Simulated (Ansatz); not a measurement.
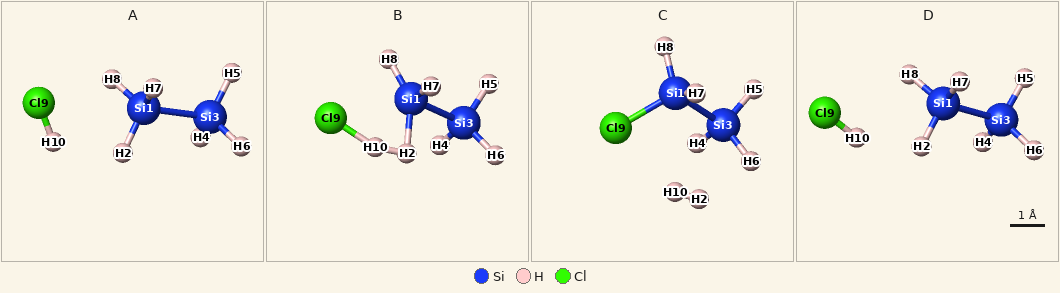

4 geometries from a converged minimum-energy path of Si2H7Cl, made up at the start of Si₂H₆ and HCl, shuffled. Style: ball-and-stick. Shown at a tilt.

The calculation used RKS PBE0-D4/def2-SVP in Ansatz. Run with 5 movable images; climbing image; force threshold 0.05 eV/Å; iteration limit 60; starting path through a guess of the saddle point.

> Which of them lies highest in energy?

B. In order along the path, whose images run from 0 to 6: A (image 0, 0.0 kJ/mol), D (image 1, +1.4 kJ/mol), B (image 3, +158.3 kJ/mol), C (image 5, −55.5 kJ/mol). Breaking: Cl9–H10 (1.29 → 1.60 at the top → 2.93 Å), Si1–H2 (1.50 → 1.70 at the top → 4.08 Å). Forming: H2–H10 (2.56 → 0.98 at the top → 0.76 Å), Si1–Cl9 (3.71 → 2.55 at the top → 2.08 Å).

Limits of the set-up: the start holds two separate molecules, 2.6 Å apart at their closest, whose relative position is a soft coordinate.

Cost: 3.6 min on 2 threads of Arm Neoverse V1, with other jobs on the host, peak memory 0.2 GiB.
